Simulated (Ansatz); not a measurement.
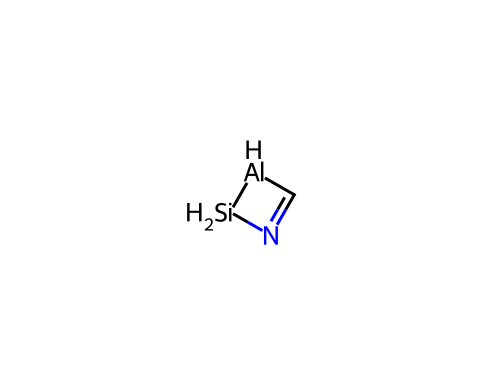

2D structure.

**Write the SMILES.**

[CH]1=N[SiH2][AlH]1

**Give the formula, hydrogens included.**

CH4AlNSi.

**An optimisation with PBE0-D4/def2-TZVP gave a structure of which point group?**

Cs.

More results for the same structure follow; atom numbers are the same in all pictures, views and colours differ. Computed geometry: PBE0-D4/def2-TZVP optimisation.

### Geometry

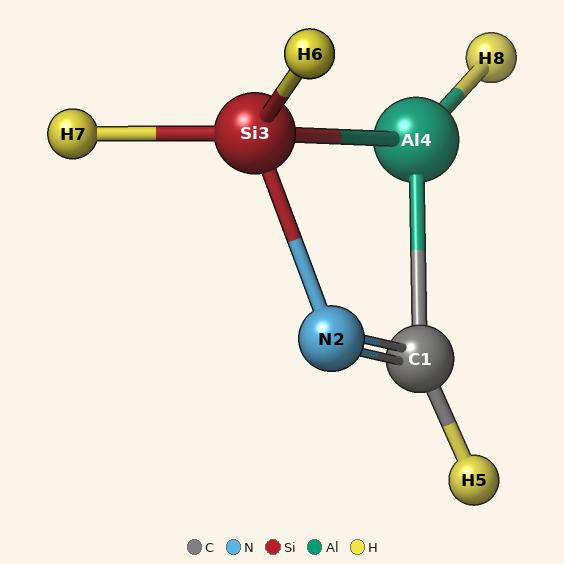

Atoms carry their numbers in the input.

Give the bond lengths.

```
   bond  length (Å)
  C1–N2       1.284
 C1–Al4       2.003
  C1–H5       1.099
 N2–Si3       1.795
Si3–Al4       2.427
 Si3–H6       1.490
 Si3–H7       1.490
 Al4–H8       1.597
```

### Vibrations

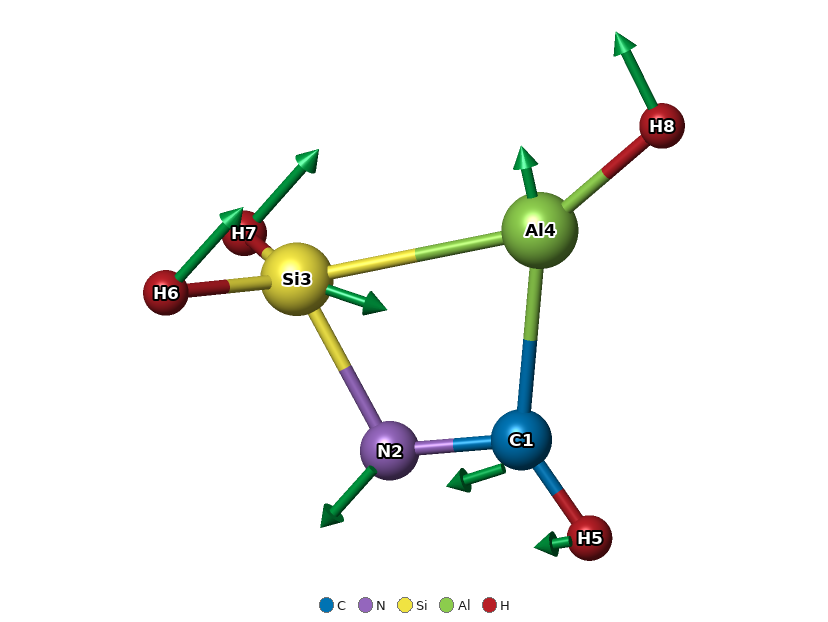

The arrows show one normal mode. Harmonic vibrations computed with RKS PBE0-D4/def2-TZVP (Ansatz 0.2.0) at a stationary point of the same level.

**At what wavenumber does it lie?**

403 cm⁻¹; it is mode 4 of 18 counted from the lowest.

### Electronic properties

Properties computed with RKS ωB97M-V/def2-TZVPP (Ansatz 0.2.0).

**Estimate the LUMO energy (Kohn–Sham orbital).**

−0.52 eV.

**Estimate the HOMO energy (Kohn–Sham orbital).**

−8.42 eV.

**Estimate the dipole moment.**

2.18 D.

### Charges

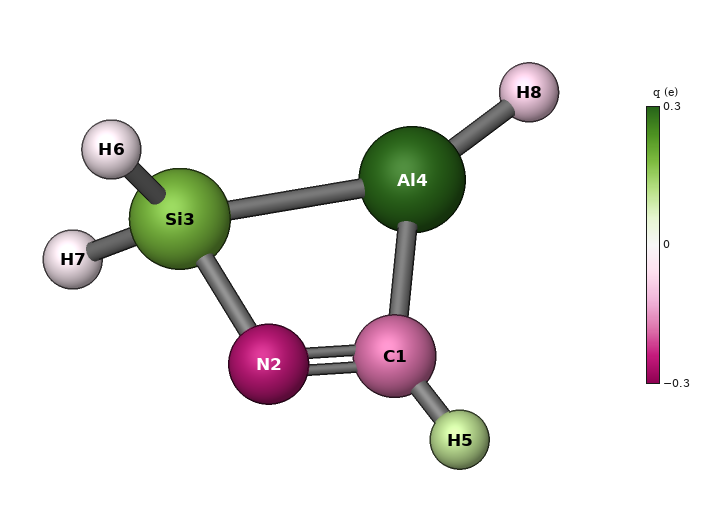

Atoms are coloured by their Mulliken charges. Level of theory: RKS ωB97M-V/def2-TZVPP (Ansatz 0.2.0).

Give the Mulliken charges atom by atom.

| atom | value (e) |
| --- | --- |
| C1 | −0.18 |
| N2 | −0.25 |
| Si3 | 0.19 |
| Al4 | 0.29 |
| H5 | 0.11 |
| H6 | −0.04 |
| H7 | −0.04 |
| H8 | −0.08 |

Mulliken values depend strongly on the basis set and can even reverse the polarity of a bond.
